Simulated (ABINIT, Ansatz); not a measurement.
## A GW chain in ABINIT: GaAs (F-43m)

How does a plane-wave GW calculation on GaAs (F-43m) run from the first input to the gap?

Program: ABINIT 10.8.3. Level of theory: PBE and many-body steps on it, plane waves. Results are calculated unless marked as measured.

**Experimental background.**

- Gap 1.51 eV: band-edge emission energy from PL (direct gap at Gamma); photoluminescence, 633 nm excitation; 77 K; bulk crystal (MBE GaAs matrix around a thin InAs wetting layer on semi-insulating GaAs (100)) (“Photoluminescence of InAs/GaAs quantum dots under direct two-photon excitation”, 2020, pmc:7331710).

- Gap 1.418 ± 0.005 eV: direct gap E0 at Gamma from PR; modulated photoreflectance, low-field lineshape fit; 300 K; bulk crystal (semi-insulating GaAs(001) reference substrate) (“Evidence of valence band perturbations in GaAsN/GaAs(001): A combined variable-angle spectroscopic ellipsometry and modulated photoreflectance investigation”, 2008, arxiv:0805.2212).

- Gap 1.42 eV: fundamental direct gap E0 at Gamma, seen as sharp points in Psi and Delta; spectroscopic ellipsometry; 300 K; bulk crystal (semi-insulating GaAs (100) substrate) (“Ellipsometric study of the Electronic Structure of GaMnAs and LT-GaAs”, 2004, arxiv:cond-mat/0404304).

- Gap 1.412 ± 0.01 eV: direct gap E0 at Gamma from ellipsometry; variable-angle spectroscopic ellipsometry, parametric critical-point fit; 300 K; bulk crystal (semi-insulating GaAs(001) reference substrate with native oxide) (“Evidence of valence band perturbations in GaAsN/GaAs(001): A combined variable-angle spectroscopic ellipsometry and modulated photoreflectance investigation”, 2008, arxiv:0805.2212).

Most raw output is cut from this account.

## (1) The starting structure

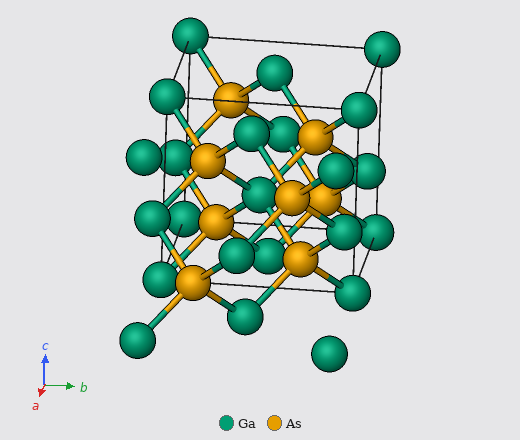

The starting structure, seen slightly off an axis (gallium teal, arsenic orange). 2×1×1 cells are drawn. This picture shows the conventional cell, with its axes. Bonds to atoms that aren't drawn are left out. Some periodic images of atoms are drawn too.

The cell and positions come from the Crystallography Open Database and are kept as given unless a step says otherwise.

## (2) Ground state

This step: ABINIT 10.8.3; DFT, PBE, plane waves, norm-conserving pseudopotentials.

The ground-state density comes first.

Input file run.abi:

```
acell 3*1.0 Angstrom
rprim 
  0.000000000000 2.826850000000 2.826850000000
  2.826850000000 0.000000000000 2.826850000000
  2.826850000000 2.826850000000 0.000000000000
ntypat 2
znucl 31 33
natom 2
typat 1 2
xred 
  0.000000000000 0.000000000000 0.000000000000
  0.250000000000 0.250000000000 0.250000000000
pp_dirpath "pseudos"
pseudos "Ga.upf, As.upf"
ecut 45
ngkpt 6 6 6
nshiftk 1
shiftk 0 0 0
kptopt 1
chksymbreak 0
nband 27
occopt 1
tolvrs 1e-10
nstep 60
prtwf 0
optforces 0
optstress 0
indata_prefix "in"
outdata_prefix "out"
tmpdata_prefix "tmp"
```

Run with:

```console
OMP_NUM_THREADS=1 mpirun -n 4 abinit run.abi > log
```

Elapsed: 19 s, on 4 MPI ranks of Arm Neoverse V2, shared host; peak memory 0.39 GiB; 77 s of CPU time.

Numbers from this step:

| Property | Result |
| --- | --- |
| total energy | -15063.8764 eV |
| gap | 0.5078 eV |
| k of the valence top | 0, 0, 0 |
| k of the conduction bottom | 0, 0, 0 |
| least direct gap | 0.5078 eV |

The gap is direct, at Γ.

## (3) Bands along the symmetry lines

The cheap functional maps the bands first; the places of the edges decide which points the dearer methods must see.

Input file run.abi:

```
acell 3*1.0 Angstrom
rprim 
  0.000000000000 2.826850000000 2.826850000000
  2.826850000000 0.000000000000 2.826850000000
  2.826850000000 2.826850000000 0.000000000000
ntypat 2
znucl 31 33
natom 2
typat 1 2
xred 
  0.000000000000 0.000000000000 0.000000000000
  0.250000000000 0.250000000000 0.250000000000
pp_dirpath "pseudos"
pseudos "Ga.upf, As.upf"
ecut 45
iscf -2
irdden 1
kptopt 0
nkpt 50
kpt 
  0.00000000 0.00000000 0.00000000
  -0.06250000 -0.06250000 0.00000000
  -0.12500000 -0.12500000 0.00000000
  -0.18750000 -0.18750000 0.00000000
  -0.25000000 -0.25000000 0.00000000
  -0.31250000 -0.31250000 0.00000000
  -0.37500000 -0.37500000 0.00000000
  -0.43750000 -0.43750000 0.00000000
  -0.50000000 -0.50000000 0.00000000
  -0.48437500 -0.48437500 0.03125000
  -0.46875000 -0.46875000 0.06250000
  -0.45312500 -0.45312500 0.09375000
  -0.43750000 -0.43750000 0.12500000
  -0.42187500 -0.42187500 0.15625000
  -0.40625000 -0.40625000 0.18750000
  -0.39062500 -0.39062500 0.21875000
  -0.37500000 -0.37500000 0.25000000
  -0.37500000 0.00000000 0.37500000
  -0.32812500 0.00000000 0.32812500
  -0.28125000 0.00000000 0.28125000
  -0.23437500 0.00000000 0.23437500
  -0.18750000 0.00000000 0.18750000
  -0.14062500 0.00000000 0.14062500
  -0.09375000 0.00000000 0.09375000
  -0.04687500 0.00000000 0.04687500
  0.00000000 0.00000000 0.00000000
  0.00000000 0.00000000 0.06250000
  0.00000000 0.00000000 0.12500000
  0.00000000 0.00000000 0.18750000
  0.00000000 0.00000000 0.25000000
  0.00000000 0.00000000 0.31250000
  0.00000000 0.00000000 0.37500000
  0.00000000 0.00000000 0.43750000
  -0.00000000 -0.00000000 0.50000000
  -0.06250000 -0.03125000 0.46875000
  -0.12500000 -0.06250000 0.43750000
  -0.18750000 -0.09375000 0.40625000
  -0.25000000 -0.12500000 0.37500000
  -0.31250000 -0.15625000 0.34375000
  -0.37500000 -0.18750000 0.31250000
  -0.43750000 -0.21875000 0.28125000
  -0.50000000 -0.25000000 0.25000000
  -0.50000000 -0.28125000 0.21875000
  -0.50000000 -0.31250000 0.18750000
  -0.50000000 -0.34375000 0.15625000
  -0.50000000 -0.37500000 0.12500000
  -0.50000000 -0.40625000 0.09375000
  -0.50000000 -0.43750000 0.06250000
  -0.50000000 -0.46875000 0.03125000
  -0.50000000 -0.50000000 0.00000000
istwfk *1
nband 29
nbdbuf 2
tolwfr 1e-08
nstep 40
prtwf 0
prtvol 0
indata_prefix "in"
outdata_prefix "out"
tmpdata_prefix "tmp"
```

Elapsed: 22 s, on 4 MPI ranks; peak memory 0.39 GiB.

This step gave:

```
gap                        : 0.5078 eV
k of the valence top       : 0, 0, 0
k of the conduction bottom : 0, 0, 0
least direct gap           : 0.5078 eV
```

The gap is 0.508 eV, as in the run before at this level.

The electronic bands at the labelled points (eV, zero at the top of the highest filled band):

```
    point  band 19  band 20  band 21  band 22  band 23  band 24  band 25  band 26
        Γ   -12.73     0.00     0.00     0.00     0.51     3.74     3.74     3.74
        X   -10.23    -6.82    -2.68    -2.68     1.47     1.66    10.18    10.18
        U   -10.27    -6.63    -3.86    -2.26     1.97     4.64     7.96     8.07
jump to K   -10.27    -6.63    -3.86    -2.26     1.97     4.64     7.96     8.07
        Γ   -12.73     0.00     0.00     0.00     0.51     3.74     3.74     3.74
        L   -10.97    -6.64    -1.14    -1.14     1.00     4.65     4.65     7.76
        W   -10.17    -6.63    -3.53    -3.34     4.62     4.73     5.42     6.05
        X   -10.23    -6.82    -2.68    -2.68     1.47     1.66    10.18    10.18
```

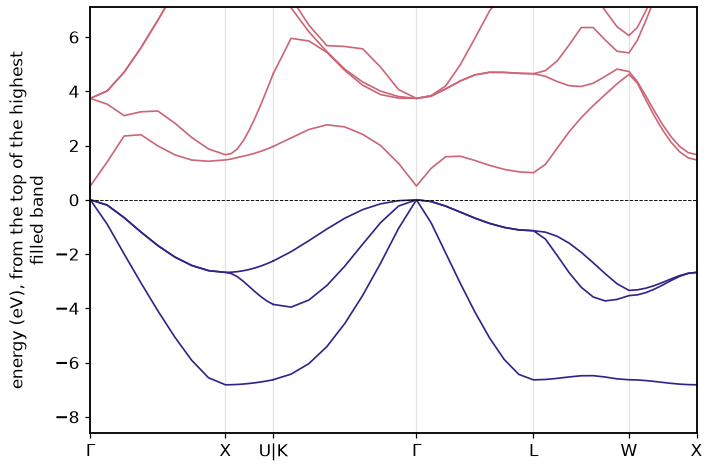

Electronic bands along the path; lines of filled and empty bands in two colours.

## (4) Empty states on the mesh, 4×4×4 mesh, 68 bands

The sums over transitions need many empty states on a uniform mesh; this step solves for them.

Input file run.abi:

```
acell 3*1.0 Angstrom
rprim 
  0.000000000000 2.826850000000 2.826850000000
  2.826850000000 0.000000000000 2.826850000000
  2.826850000000 2.826850000000 0.000000000000
ntypat 2
znucl 31 33
natom 2
typat 1 2
xred 
  0.000000000000 0.000000000000 0.000000000000
  0.250000000000 0.250000000000 0.250000000000
pp_dirpath "pseudos"
pseudos "Ga.upf, As.upf"
ecut 45
ngkpt 4 4 4
nshiftk 1
shiftk 0 0 0
kptopt 1
chksymbreak 0
iscf -2
irdden 1
istwfk *1
nband 68
nbdbuf 6
tolwfr 1e-09
nstep 60
prtvol 0
indata_prefix "in"
outdata_prefix "out"
tmpdata_prefix "tmp"
```

The job ended after 12 s (4 MPI ranks; peak memory 0.34 GiB; 50 s of CPU time).

Numbers from this step:

```
gap                                                           : 0.5078 eV
k of the valence top                                          : 0, 0, 0
k of the conduction bottom                                    : 0, 0, 0
least direct gap                                              : 0.5078 eV
k points computed                                             : 8
lowest point of the top converged band, above the valence top : 42.46 eV
```

On this mesh the gap is 0.508 eV.

## (5) Screening, 4×4×4 mesh, 62 bands, screening to 119.7 eV

The RPA dielectric matrix is built and inverted for each q.

This step: RPA screening on PBE, plane waves, norm-conserving pseudopotentials.

run.abi: that of step 4 with these lines changed.

```diff
@@ -20,10 +20,11 @@
 chksymbreak 0
-iscf -2
-irdden 1
 istwfk *1
-nband 68
-nbdbuf 6
-tolwfr 1e-09
-nstep 60
-prtvol 0
+occopt 1
+irdwfk 1
+optdriver 3
+nband 62
+ecuteps 4.4
+inclvkb 2
+awtr 1
+symchi 1
 indata_prefix "in"
```

Run time: 17 s. Hardware: 4 MPI ranks; peak memory 0.86 GiB.

Numbers from this step:

```
ε∞ with local fields, on this mesh, along the program's q direction : 139.9
the same without local fields                                       : 149.5
plasma frequency                                                    : 36.65 eV
plane waves in the screening matrix                                 : 137
```

Local fields lower ε∞ by 6 %. The value itself is an artefact of the mesh, where one narrow direct gap carries too much weight.

## (6) Self-energy, 4×4×4 mesh, 62 bands, screening to 119.7 eV

The self-energy is evaluated for the states that the input lists, and the levels follow from it, in one-shot runs by the linearised quasiparticle equation.

This step: G0W0 on PBE, plane waves, norm-conserving pseudopotentials.

run.abi: that of step 5 with these lines changed.

```diff
@@ -23,8 +23,15 @@
 irdwfk 1
-optdriver 3
+optdriver 4
 nband 62
+gwcalctyp 0
+ecutsigx 45
+symsigma 1
+nkptgw 1
+kptgw 
+  0.0000000000 0.0000000000 0.0000000000
+bdgw 
+  20 26
 ecuteps 4.4
-inclvkb 2
-awtr 1
-symchi 1
+irdscr 1
+ppmodel 1
 indata_prefix "in"
```

Wall time 3.8 s (4 MPI ranks); peak memory 0.68 GiB.

This step gave:

| Item | Value |
| --- | --- |
| G0W0 gap on the points computed | 1.174 eV |
| starting gap on the mesh | 0.5078 eV |
| k of the valence top | 0, 0, 0 |
| k of the conduction bottom | 0, 0, 0 |
| Z at the valence top | 0.797 |
| Z at the conduction bottom | 0.802 |
| least direct G0W0 gap on the computed points | 1.174 eV |

The gap on the mesh goes from 0.51 eV to 1.17 eV, a correction of +0.67 eV.

Limits: finite bands, cutoff and mesh; no spin-orbit coupling; coarse k mesh. v1 is the top filled band, c1 the lowest empty one. Levels before and after the correction, in eV, zero at the valence-band top of each column:

```
           conduction bottom  valence top
Kohn-Sham               0.51         0.00
     G0W0               1.17         0.00
```

```
             level  energy (eV)
Kohn-Sham  Γ v3-v1        0.000
Kohn-Sham     Γ c1        0.508
Kohn-Sham  Γ c2-c4        3.737
     G0W0  Γ v3-v1        0.000
     G0W0     Γ c1        1.174
     G0W0  Γ c2-c4        4.226
```

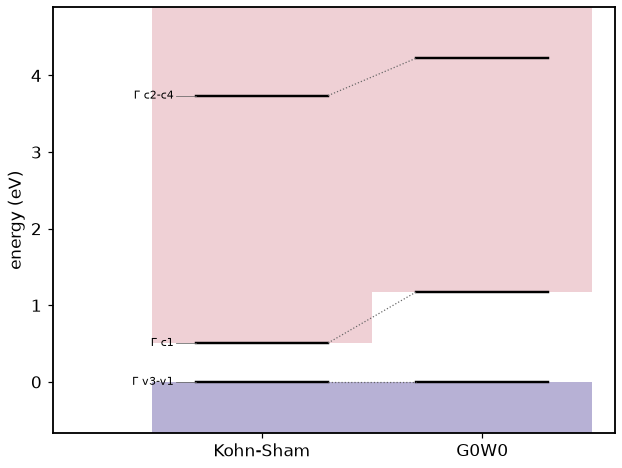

Levels before and after the correction. Shaded: valence and conduction bands.

## (7) Where the time went

Times are wall times on 4 MPI ranks of Arm Neoverse V2, shared host, good to a factor of about two.

```
                          step   time  share  memory (GiB)
                  ground state   19 s   26 %          0.39
bands along the symmetry lines   22 s   30 %          0.39
      empty states on the mesh   12 s   17 %          0.34
                     screening   17 s   23 %          0.86
                   self-energy  3.8 s    5 %          0.68
```

## (8) Results

| Item | Value |
| --- | --- |
| PBE gap | 0.51 eV, direct |
| G0W0 gap on the mesh | 1.17 eV |
| GW settings | 4×4×4 mesh, 62 bands, screening to 119.7 eV, Godby-Needs plasmon pole |
| known limits | not at the basis limit; screening runs away on this mesh; no spin-orbit coupling; coarse k mesh |

In words: G0W0 moves the gap on the mesh from 0.51 eV to 1.17 eV (+0.67 eV), with Z of 0.80 and 0.80 at the edges. Local fields lower the RPA ε∞ on this mesh from 149.54 to 139.90; a Γ-centred mesh this coarse tends to raise both, most where the direct gap is narrow, while a short band sum lowers them. Only 1 of the mesh's irreducible points was corrected, so a valley elsewhere could overtake. Against experiment, by G0W0@PBE: the direct gap of 1.17 eV lies −0.34 eV from the measured 1.51 eV (exciton, 77 K, 2020); the direct gap of 1.17 eV lies −0.24 eV from the measured 1.418 ± 0.005 eV (direct, 300 K, 2008); the direct gap of 1.17 eV lies −0.25 eV from the measured 1.42 eV (direct, 300 K, 2004); the direct gap of 1.17 eV lies −0.24 eV from the measured 1.412 ± 0.01 eV (direct, 300 K, 2008). An exciton line or allowed optical edge lies below the quasiparticle gap by the binding energy; a forbidden edge can push the onset above it. The calculation has static nuclei and no excitons; a measured gap holds zero-point and thermal motion, which mostly lowers it. Bands and cutoff are finite, so the gap is not at the basis limit. The miss can reach some tenths of an eV and take either sign; the mesh is an error of its own. In the G0W0 run levels were corrected at 1 k point alone, so a gap called «on the mesh» is the least over those, and an edge elsewhere would be missed. The 4×4×4 mesh is coarse for this cell, which bears on the long-range parts of exchange and screening. On this mesh the RPA ε∞ passes 90, more than nearly any semiconductor shows; a coarse mesh does this where one point with a narrow direct gap carries much weight. The screening is then too strong, and the G0W0 gap should not be taken as the material's. The many-body steps are scalar-relativistic: spin-orbit coupling is not in them.

[Paths, hosts, dates, memory and timing lines, banners, echoed tables and standing remarks are left out of the program output.]

[Logs are printed without paths, hosts, clocks, repeated set-up lines and the standing remarks that a program may print on its own settings, such as how far it seeks lower states.]

[Runs of the session that timed out or met a known fault of the program may be left out.]

[Hosts, paths, dates, database ids (printed as entryN), source tags and the programs' standing remarks are cut or masked in the printed files.]

[G0W0 gaps are taken among the corrected bands and points alone; a level outside them can change the order at an edge.]

[Where Ansatz stands beside ABINIT at settings called matched, ABINIT's density can come from a denser mesh and the files from another edition; pairs whose starting gaps differed by over 0.03 eV were left out, so agreement reads better than it is.]
